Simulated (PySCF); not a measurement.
**Two runs on C$_{4}$H$_{6}$F$_{2}$**

System: C$_{4}$H$_{6}$F$_{2}$, SMILES FCC1(F)CC1.
Method of the first run: GIAO HF/pcSseg-2 NMR shielding, non-relativistic, gas phase (PySCF 2.14.0).

The geometry comes from this level: PBE0-D3(BJ)/def2-SVP. Text and figures count atoms from 1; the logs count them from 0 in places.

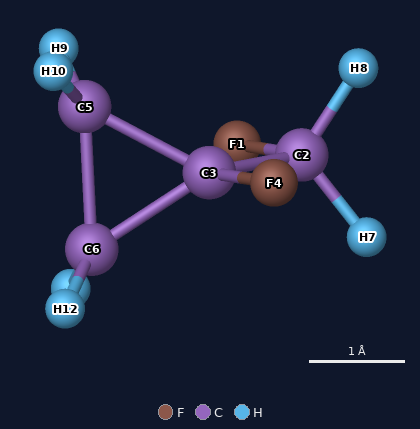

The structure as given in the input (ball-and-stick view, seen at a tilt; atoms are numbered from 1 in the order of the input). Bond lengths as drawn: C–C 1.48 to 1.51 Å, C–F 1.36 to 1.37 Å and C–H 1.09 to 1.10 Å.

**Input file, the first run**
```
{"job": {"kind": "nmr", "xc": "HF", "basis": "pcSseg-2", "pop": false}, "charge": 0, "multiplicity": 1}
F      1.380693     1.019369    -1.067181
C      1.355736     0.540565     0.214895
C      0.047503    -0.155268     0.474521
F      0.026556    -0.627458     1.752868
C     -1.230817     0.341131    -0.095986
C     -0.630354    -0.965212    -0.568848
H      2.191212    -0.166694     0.355016
H      1.479743     1.380660     0.919822
H     -1.192321     1.202685    -0.767144
H     -2.105315     0.286483     0.556996
H     -0.180182    -0.999638    -1.564120
H     -1.105427    -1.890027    -0.232552
```

The first line tells a small driver script what to run in PySCF; the rest is the geometry in Å.

Command:
```bash
OMP_NUM_THREADS=1 python <driver script> task.json out
```

Hardware: 1 CPU thread, shared host.

**Output (the first run)**
```
final grid: 100272 points
cycle   1  E = -353.8047552286  dE =  1.315e+00  |g| = 7.416e-01  |ddm| = 2.328e+00
cycle   2  E = -353.8958886504  dE = -9.113e-02  |g| = 4.448e-01  |ddm| = 6.200e-01
cycle   3  E = -353.9273649185  dE = -3.148e-02  |g| = 6.937e-02  |ddm| = 2.433e-01
cycle   4  E = -353.9287892282  dE = -1.424e-03  |g| = 1.567e-02  |ddm| = 7.593e-02
cycle   5  E = -353.9288598654  dE = -7.064e-05  |g| = 3.689e-03  |ddm| = 1.796e-02
cycle   6  E = -353.9288654395  dE = -5.574e-06  |g| = 1.207e-03  |ddm| = 5.562e-03
cycle   7  E = -353.9288661148  dE = -6.753e-07  |g| = 4.074e-04  |ddm| = 2.002e-03
cycle   8  E = -353.9288661886  dE = -7.375e-08  |g| = 1.223e-04  |ddm| = 6.194e-04
cycle   9  E = -353.9288661939  dE = -5.289e-09  |g| = 3.095e-05  |ddm| = 1.544e-04
cycle  10  E = -353.9288661941  dE = -2.977e-10  |g| = 9.749e-06  |ddm| = 4.288e-05
converged SCF energy = -353.9288661941

GIAO shielding tensors (ppm)
atom      isotropic    diamagn.    paramagn.     s11        s22        s33       span
  0 F      461.739     468.492      -6.753    433.716    457.567    493.933     60.217
  1 C      117.178     232.257    -115.080     92.184     95.802    163.548     71.364
  2 C      125.259     243.839    -118.580     74.538     95.184    206.054    131.515
  3 F      433.937     467.616     -33.679    390.978    426.136    484.697     93.719
  4 C      185.347     250.186     -64.839    162.272    179.385    214.382     52.109
  5 C      185.285     250.178     -64.893    162.238    179.417    214.201     51.962
  6 H       27.215      28.165      -0.950     23.802     26.660     31.183      7.380
  7 H       27.213      28.170      -0.957     23.802     26.659     31.179      7.377
  8 H       30.853      31.153      -0.299     24.781     28.085     39.694     14.913
  9 H       30.746      30.188       0.558     25.314     27.051     39.873     14.559
 10 H       30.854      31.143      -0.289     24.787     28.083     39.694     14.907
 11 H       30.740      30.176       0.564     25.314     27.046     39.861     14.547
```

The input of the second run differs as follows (lines with − go, lines with + come):
```diff
-"xc": "HF"
+"xc": "B97-D"
```

Predict how the results change.

The total energies belong to different methods, so their difference says nothing on which is more stable or more accurate. The HOMO goes from −11.51 to −6.72 eV. The LUMO goes from 2.93 to 0.26 eV. Of all shieldings, the largest change is that of F4, by −44.8 ppm. The method changes from HF to B97-D. Exact exchange removes part of the self-interaction error of semilocal functionals, which pushes filled and empty levels apart. The SCF takes 14 iterations against 10.

**Output (the second run)**
```
coarse grid: 10240 points
cycle   1  E = -355.5131627891  dE =  6.557e-01  |g| = 7.794e-01  |ddm| = 2.317e+00
cycle   2  E = -355.3061008418  dE =  2.071e-01  |g| = 1.385e+00  |ddm| = 1.727e+00
cycle   3  E = -355.6104980808  dE = -3.044e-01  |g| = 1.377e-01  |ddm| = 1.263e+00
cycle   4  E = -355.6138161724  dE = -3.318e-03  |g| = 5.603e-02  |ddm| = 1.231e-01
cycle   5  E = -355.6144945010  dE = -6.783e-04  |g| = 8.633e-03  |ddm| = 4.345e-02
cycle   6  E = -355.6145067905  dE = -1.229e-05  |g| = 3.683e-03  |ddm| = 9.110e-03
cycle   7  E = -355.6145096638  dE = -2.873e-06  |g| = 7.021e-04  |ddm| = 3.364e-03
final grid: 100272 points
cycle   8  E = -355.6020031740  dE = -1.440e-04  |g| = 1.918e-02  |ddm| = 8.997e-02
cycle   9  E = -355.6018662592  dE =  1.369e-04  |g| = 3.582e-02  |ddm| = 3.017e-02
cycle  10  E = -355.6020533224  dE = -1.871e-04  |g| = 1.365e-03  |ddm| = 2.088e-02
cycle  11  E = -355.6020536423  dE = -3.199e-07  |g| = 5.918e-04  |ddm| = 1.320e-03
cycle  12  E = -355.6020537162  dE = -7.391e-08  |g| = 1.086e-04  |ddm| = 5.287e-04
cycle  13  E = -355.6020537183  dE = -2.096e-09  |g| = 3.808e-05  |ddm| = 8.315e-05
cycle  14  E = -355.6020537186  dE = -2.423e-10  |g| = 1.052e-05  |ddm| = 3.226e-05
converged SCF energy = -355.6020537186

GIAO shielding tensors (ppm)
atom      isotropic    diamagn.    paramagn.     s11        s22        s33       span
  0 F      422.970     470.550     -47.580    405.546    409.167    454.197     48.651
  1 C       94.962     236.782    -141.820     67.905     71.255    145.727     77.822
  2 C       99.014     243.793    -144.778     46.430     66.790    183.823    137.392
  3 F      389.100     469.854     -80.754    343.102    382.935    441.262     98.160
  4 C      169.122     252.875     -83.753    146.962    164.328    196.076     49.114
  5 C      169.073     252.860     -83.787    146.938    164.373    195.909     48.972
  6 H       26.664      28.305      -1.641     23.611     26.524     29.859      6.248
  7 H       26.663      28.310      -1.646     23.611     26.524     29.855      6.243
  8 H       30.503      31.294      -0.790     25.022     28.388     38.100     13.078
  9 H       30.516      30.588      -0.073     25.642     27.594     38.312     12.670
 10 H       30.505      31.282      -0.777     25.028     28.386     38.102     13.074
 11 H       30.510      30.575      -0.065     25.640     27.590     38.300     12.659
```

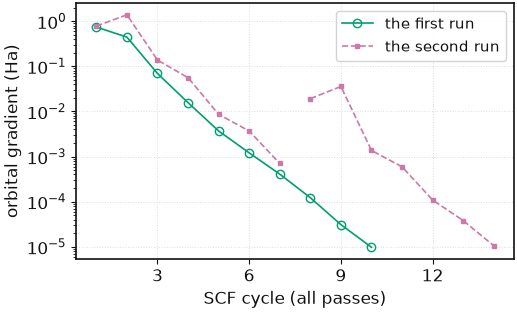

Convergence of the two runs: orbital gradient against the SCF cycle. A break in a curve parts two SCF passes (coarse and final grid). The first run takes 10 cycles in all, and the second run takes 14.

**The two runs side by side**

| quantity | the first run | the second run |
| --- | --- | --- |
| outcome | converged | converged |
| total energy (hartree) | −353.928866 | −355.602054 |
| HOMO (eV) | −11.51 | −6.72 |
| LUMO (eV) | 2.93 | 0.26 |
| dipole moment (D) | 0.28 | 0.27 |
| shielding of F1 (ppm) | 461.7 | 423.0 |
| shielding of C2 (ppm) | 117.2 | 95.0 |
| shielding of C3 (ppm) | 125.3 | 99.0 |
| shielding of F4 (ppm) | 433.9 | 389.1 |
| shielding of C5 (ppm) | 185.3 | 169.1 |
| shielding of C6 (ppm) | 185.3 | 169.1 |
| shielding of H7 (ppm) | 27.2 | 26.7 |
| SCF iterations | 10 | 14 |
| basis functions | 300 | 300 |
| wall time (shared host) | 18 s | 44 s |
